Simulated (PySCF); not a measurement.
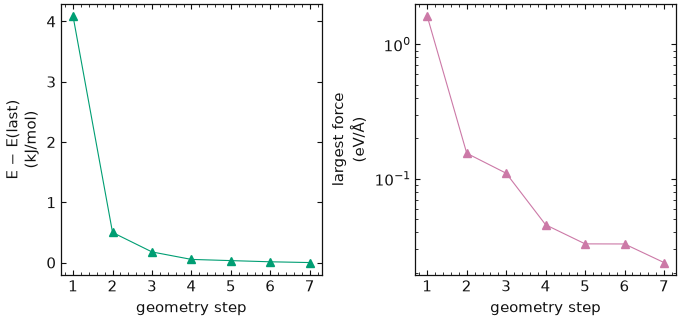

History of a geometry optimisation. The run: C$_{4}$H$_{4}$FN (SMILES C/C(F)=C\C#N), by PySCF 2.14.0, density fitting, PBE0-D3(BJ)/def2-SVP, geometry optimisation.

The optimisation met its thresholds at geometry 7, counting the start as the first. The energy fell by about 4.1 kJ/mol from the first step to the last. The largest force goes from about 1.6 eV/Å at the start to 0.024 eV/Å at the end.
